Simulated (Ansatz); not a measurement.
```json
{"atom": "C", "x (Å)": "-0.8145", "y (Å)": "-1.4520", "z (Å)": "-0.5786"}
{"atom": "C", "x (Å)": "0.4679", "y (Å)": "-0.6496", "z (Å)": "-0.2979"}
{"atom": "Sb", "x (Å)": "2.0121", "y (Å)": "-1.1358", "z (Å)": "-1.7975"}
{"atom": "Si", "x (Å)": "0.1678", "y (Å)": "1.2225", "z (Å)": "-0.1835"}
{"atom": "Si", "x (Å)": "-1.2403", "y (Å)": "1.7914", "z (Å)": "1.6430"}
{"atom": "H", "x (Å)": "-1.2664", "y (Å)": "-1.1745", "z (Å)": "-1.5345"}
{"atom": "H", "x (Å)": "-1.5687", "y (Å)": "-1.2845", "z (Å)": "0.1953"}
{"atom": "H", "x (Å)": "-0.6242", "y (Å)": "-2.5273", "z (Å)": "-0.6064"}
{"atom": "H", "x (Å)": "0.8937", "y (Å)": "-0.9677", "z (Å)": "0.6564"}
{"atom": "H", "x (Å)": "3.3153", "y (Å)": "-0.5061", "z (Å)": "-0.9012"}
{"atom": "H", "x (Å)": "2.2599", "y (Å)": "-2.7227", "z (Å)": "-1.2250"}
{"atom": "H", "x (Å)": "1.4636", "y (Å)": "1.9326", "z (Å)": "-0.0187"}
{"atom": "H", "x (Å)": "-0.4540", "y (Å)": "1.7083", "z (Å)": "-1.4446"}
{"atom": "H", "x (Å)": "-0.6499", "y (Å)": "1.2954", "z (Å)": "2.9131"}
{"atom": "H", "x (Å)": "-1.3994", "y (Å)": "3.2645", "z (Å)": "1.7370"}
{"atom": "H", "x (Å)": "-2.5859", "y (Å)": "1.1831", "z (Å)": "1.4875"}
```

Core potentials replace the inner electrons of Sb.

Computed with Ansatz 0.2.0, RHF/def2-SVP.

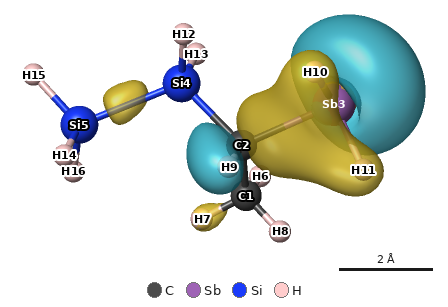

C2H11SbSi2 (SMILES C[CH]([SbH2])[SiH2][SiH3]). The HOMO at ±0.1 Å⁻³ᐟ² (yellow and cyan are the two phases), seen at a tilt.

Where does this orbital lie, and at what energy?

Its weight (Hirshfeld) is mainly on Sb3 (about 70 %) and C2 (about 15 %). Its energy is −9.11 eV.
